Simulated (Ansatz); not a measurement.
# SiH₂Cl radical (SMILES [SiH2]Cl): a rigid scan of the bond length Si1–Cl2

How does the energy rise as the bond length Si1–Cl2 leaves its equilibrium value, and do density functionals follow CCSD(T)? No other atom is relaxed.

Program: Ansatz 0.2.0, Gaussian basis. Level of theory: single points in def2-TZVPP. These are calculated values, not measurements.

Levels: PBE-D4, r2SCAN-D4, PBE0-D4, B3LYP-D4, wB97M-V, Hartree-Fock, MP2, CCSD, CCSD(T). The scan takes 1.684, 1.770, 1.897, 2.045, 2.209, 2.386, 2.574, 2.771 Å.

Correlated methods freeze the cores. Orbitals are unrestricted. B3LYP uses VWN-RPA correlation.

20 further runs of the same task are left out: 20 set aside as unsound or not needed.

## Step 1: Starting geometry

The minimum, relaxed at PBE0-D4: SMILES `[SiH2]Cl`, 4 atoms, charge 0, spin multiplicity 2.

Atoms are counted from 1 here; the program's logs count them from 0.

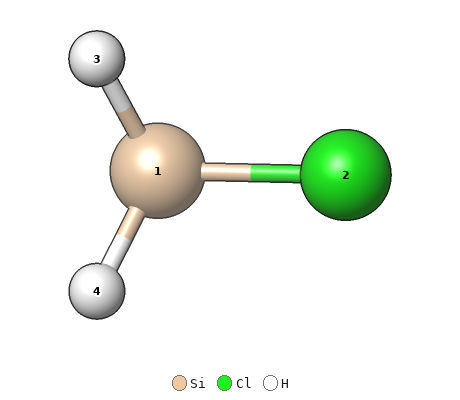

The starting geometry (silicon light orange, chlorine green, hydrogen white); atoms are numbered from 1 in the order of the file.

Coordinates:

```xyz
4

Si   -0.3028    0.2780    0.1687
Cl    1.6161   -0.0692    0.8114
H    -1.0652   -0.9968    0.2475
H    -0.2482    0.7880   -1.2276
```

Energies of the minimum (eV), from earlier single points: PBE-D4 -20423.99669, r2SCAN-D4 -20431.71556, PBE0-D4 -20425.81016, B3LYP-D4 -20434.38193, wB97M-V -20431.77491, CCSD(T) -20407.64890.

At the minimum the bond length Si1–Cl2 is 2.053 Å.

## Step 2: Si1–Cl2 = 1.684 Å

Contents of ccsdt-tzvpp/in.yaml:

```yaml
crystal:
  periodic: [false, false, false]
  atoms:
    - {symbol: Si, position_ang: [-0.302773, 0.278000, 0.168678]}
    - {symbol: Cl, position_ang: [1.271043, -0.006732, 0.695827]}
    - {symbol: H, position_ang: [-1.065156, -0.996795, 0.247495]}
    - {symbol: H, position_ang: [-0.248169, 0.787963, -1.227565]}
basis:
  gaussian: {orbitals: def2-TZVPP}
magnetization: {spin_polarized: true, initial_magnetization: 1}
correlation: {method: ccsd_t}
scf: {omitted_lower_state_checks: [cluster_reference]}
```

The command line of these runs was not kept.

The runs that follow: Si1–Cl2 = 1.770 Å; Si1–Cl2 = 1.897 Å; Si1–Cl2 = 2.045 Å; Si1–Cl2 = 2.209 Å; Si1–Cl2 = 2.386 Å; Si1–Cl2 = 2.574 Å; Si1–Cl2 = 2.771 Å.

**Question.** What will these runs give? Wanted: highest point, CCSD(T); lowest point, CCSD(T); minimum along the scan, CCSD(T); RMS deviation from CCSD(T); largest T1 diagnostic.

**Answer**, as computed:

```
                       quantity                                                                                                          value
         highest point, CCSD(T)                                                                                        231.0 kJ/mol at 1.684 Å
          lowest point, CCSD(T)                                                                                          0.0 kJ/mol at 2.053 Å
minimum along the scan, CCSD(T)                                                                                                        2.053 Å
                curvature there                                                                                                     19.5 eV/Å²
     RMS deviation from CCSD(T)  PBE-D4 9.2, r2SCAN-D4 4.5, PBE0-D4 4.6, B3LYP-D4 8.5, wB97M-V 2.8, Hartree-Fock 2.9, MP2 5.0, CCSD 1.7 kJ/mol
          largest T1 diagnostic                                                                                                          0.022
```

In words: A polynomial through the near points puts the CCSD(T) minimum at the PBE0-D4 value. The third derivative is negative, the usual anharmonicity of a bond. Curvature against CCSD(T): PBE-D4 -9 %, Hartree-Fock +2 %. CCSD follows the CCSD(T) curve best and PBE-D4 worst. 1 further points are left out, because the reference changes its state there.
